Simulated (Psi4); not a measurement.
# ZrO2 (SMILES [O]=[Zr]=[O]) at M06-L/def2-TZVP (core potential)

Aim: the vertical singlet–triplet gap of ZrO2 at M06-L/def2-TZVP (core potential), from 2 runs. 

The results are computed with Psi4 1.11.

### 1 The structure to begin with

ZrO2: 3 atoms, total charge 0, spin state singlet. SMILES: `[O]=[Zr]=[O]`. The shape is that of a PBE0-D4/def2-TZVP optimisation.

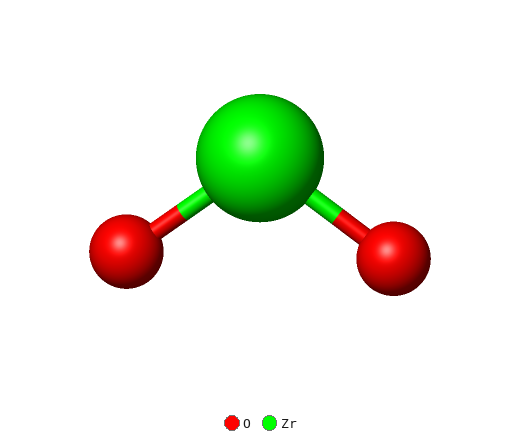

The structure, seen from a chosen angle (oxygen red, zirconium green).

### 2 A single-point energy at M06-L/def2-TZVP (core potential)

Contents of input.json:

```json
{
  "schema_name": "qcschema_input",
  "schema_version": 1,
  "molecule": {
    "schema_name": "qcschema_molecule",
    "schema_version": 2,
    "symbols": ["O", "Zr", "O"],
    "geometry": [1.23682575, 2.36688197, 0.73396963, 0.65856955, -0.91028107, 0.66480565, -1.8953953, -1.4566009, -1.3985863],
    "molecular_charge": 0,
    "molecular_multiplicity": 1,
    "fix_symmetry": "c1"
  },
  "driver": "energy",
  "model": {
    "method": "m06-l",
    "basis": "def2-TZVP"
  },
  "keywords": {
    "puream": true,
    "e_convergence": 1e-09,
    "d_convergence": 1e-08,
    "scf_type": "pk",
    "dft_radial_points": 99,
    "dft_spherical_points": 590,
    "scf_properties": ["MAYER_INDICES", "QUADRUPOLE", "LOWDIN_CHARGES"]
  }
}
```

Command:

```console
$ psi4 --qcschema input.json -n 1 --memory 1600MB
```

stdout:

```text
[...]
    !!!  WARNING: ECP capability is in beta. Please check occupations closely.  !!!
[...]
  Running in c1 symmetry.
[...]
  Nuclear repulsion =   69.572827836937932
[...]
  Multiplicity = 1
[...]
  Nalpha       = 14
  Nbeta        = 14
[...]
    Number of basis functions: 102
[...]
   @RKS iter   1:  -196.76429062766533    1.42035e-01   1.43573e-02 DIIS/ADIIS
[...]
   @RKS iter  14:  -197.60425530463087   -3.75167e-12   4.01084e-09 DIIS
[...]
    Orbital Energies [Eh]
    ---------------------
    Doubly Occupied:
       1A    -18.892400     2A    -18.892397     3A     -2.022633
       4A     -1.208392     5A     -1.200927     6A     -1.191026
       7A     -0.793267     8A     -0.778064     9A     -0.273242
      10A     -0.264403    11A     -0.259450    12A     -0.243443
      13A     -0.226467    14A     -0.195565
[...]
  @RKS Final Energy:  -197.60425530463087
   => Energetics <=
    Nuclear Repulsion Energy =             69.5728278369379325
    One-Electron Energy =                -426.4296187300232646
    Two-Electron Energy =                 182.4627682627001377
    DFT Exchange-Correlation Energy =     -23.2102326742457059
    Empirical Dispersion Energy =           0.0000000000000000
    VV10 Nonlocal Energy =                  0.0000000000000000
    Total Energy =                       -197.6042553046308683
[...]
 Multipole Moments:
 ------------------------------------------------------------------------------------
     Multipole            Electronic (a.u.)      Nuclear  (a.u.)        Total (a.u.)
 ------------------------------------------------------------------------------------
 L = 1.  Multiply by 2.5417464519 to convert [e a0] to [Debye]
 Dipole X            :         14.2993402          -12.0894937            2.2098465
 Dipole Y            :        -14.0380533           11.8685603           -2.1694931
 Dipole Z            :          0.0000000            0.0000000            0.0000000
 Magnitude           :                                                    3.0967921
 L = 2.  Multiply by 1.3450342976 to convert [e a0^2] to [Debye ang]
 Quadrupole XX       :       -102.4647723           75.4945495          -26.9702228
 Quadrupole XY       :        -44.4052596           39.6764019           -4.7288577
[...]
```

The result, in JSON:

```text
{
 "driver": "energy",
 "model": {
  "method": "m06-l",
  "basis": "def2-TZVP"
 },
 "success": true,
 "return_result": -197.60425530463087,
 "properties": {
  "calcinfo_nbasis": 102,
  "calcinfo_nmo": 102,
  "calcinfo_nalpha": 14,
  "calcinfo_nbeta": 14,
  "calcinfo_natom": 3,
  "nuclear_repulsion_energy": 69.57282783693793,
  "return_energy": -197.60425530463087,
  "scf_one_electron_energy": -426.42961873002326,
  "scf_two_electron_energy": 182.46276826270014,
  "scf_xc_energy": -23.210232674245706,
  "scf_dipole_moment": [2.2098464657696013, -2.1694930507385166, 2.3535214844976564e-08],
  "scf_total_energy": -197.60425530463087,
  "scf_iterations": 14
 }
}
```

Run time: 44 s. Hardware: 1 thread of Intel Xeon Platinum 8259CL at 2.50GHz (Skylake/Cascade Lake), shared host; peak memory 0.66 GiB.

### 3 The triplet: energy and gradient at UM06-L/def2-TZVP (core potential)

Contents of o2zr.dat:

```
memory 1.6 GB

molecule {
  0 3
  O      1.23682575     2.36688197     0.73396963
  Zr     0.65856955    -0.91028107     0.66480565
  O     -1.89539530    -1.45660090    -1.39858630
  units bohr
  symmetry c1
}

set basis def2-TZVP
set reference uks
set puream true
set e_convergence 1e-09
set d_convergence 1e-08
set scf_type pk
set dft_radial_points 99
set dft_spherical_points 590
set maxiter 100

energy_value, wavefunction = gradient('m06-l', return_wfn=True)
oeprop(wavefunction, 'MAYER_INDICES', 'MULLIKEN_CHARGES', 'QUADRUPOLE', title='M06-L')
```

Command:

```console
$ psi4 o2zr.dat o2zr.out -n 1
```

o2zr.out:

```text
[...]
    !!!  WARNING: ECP capability is in beta. Please check occupations closely.  !!!
[...]
  Running in c1 symmetry.
[...]
  Nuclear repulsion =   69.572827836937932
[...]
  Multiplicity = 3
[...]
  Nalpha       = 15
  Nbeta        = 13
[...]
    Number of basis functions: 102
[...]
   @UKS iter   1:  -197.11429841546783   -2.07972e-01   9.94475e-03 DIIS/ADIIS
[...]
   @UKS iter  19:  -197.52172086031877   -8.49809e-12   5.62557e-09 DIIS
[...]
   @S^2 Observed:                2.019259244E+00
[...]
  @UKS Final Energy:  -197.52172086031877
   => Energetics <=
    Nuclear Repulsion Energy =             69.5728278369379325
    One-Electron Energy =                -424.6331350489256238
    Two-Electron Energy =                 180.6088015911012690
    DFT Exchange-Correlation Energy =     -23.0702152394323079
    Empirical Dispersion Energy =           0.0000000000000000
    VV10 Nonlocal Energy =                  0.0000000000000000
    Total Energy =                       -197.5217208603187657
  UHF NO Occupations:
  HONO-2 :   13  A 1.9923099
  HONO-1 :   14  A 1.0000000
[...]
  -Total Gradient:
     Atom            X                  Y                   Z
    ------   -----------------  -----------------  -----------------
       1       -0.005041544667    -0.050610718872    -0.000000000946
       2       -0.045633119091     0.044794286847     0.000000001890
       3        0.050512815687     0.005975221542    -0.000000000925
[...]
 Multipole Moments:
 ------------------------------------------------------------------------------------
     Multipole            Electronic (a.u.)      Nuclear  (a.u.)        Total (a.u.)
 ------------------------------------------------------------------------------------
 L = 1.  Multiply by 2.5417464519 to convert [e a0] to [Debye]
 Dipole X            :         13.0438609          -12.0894937            0.9543671
 Dipole Y            :        -12.8054701           11.8685603           -0.9369098
 Dipole Z            :          0.0000002            0.0000000            0.0000002
 Magnitude           :                                                    1.3373917
 L = 2.  Multiply by 1.3450342976 to convert [e a0^2] to [Debye ang]
 Quadrupole XX       :       -101.9253895           75.4945495          -26.4308400
 Quadrupole XY       :        -41.9407250           39.6764019           -2.2643231
[...]
  Mulliken Charges: (a.u.)
   Center  Symbol    Alpha    Beta     Spin     Total
       1     O     4.53594  3.95888  0.57705 -0.49482
       2    ZR     5.92815  5.08221  0.84594  0.98964
       3     O     4.53592  3.95891  0.57701 -0.49483
   Total alpha = 15.00000, Total beta = 13.00000, Total charge = -0.00000
  Mayer Bond Indices:
  Total Bond Index:
  Irrep: 1 Size: 3 x 3
[...]
```

Wall time 83 s (1 thread of Intel Xeon Platinum 8259CL at 2.50GHz (Skylake/Cascade Lake), shared host); peak memory 0.67 GiB.

### 4 Summary of results

Level: M06-L/def2-TZVP (core potential).

| quantity | value |
| --- | --- |
| singlet: total energy | -197.60426 Eh |
| singlet: dipole moment | 7.87 D |
| singlet: HOMO energy | -5.32 eV |
| singlet: LUMO energy | -2.59 eV |
| singlet: HOMO–LUMO gap | 2.73 eV |
| triplet: total energy | -197.52172 Eh |
| triplet: dipole moment | 3.40 D |
| triplet: HOMO energy (highest over α and β) | -4.10 eV |
| triplet: ⟨S²⟩ | 2.019 |
| triplet: largest force on an atom | 3.288 eV/Å |
| vertical energy of the triplet above the singlet | 2.246 eV |

**Reading.** At this shape the triplet lies 2.25 eV (217 kJ/mol) above the singlet.
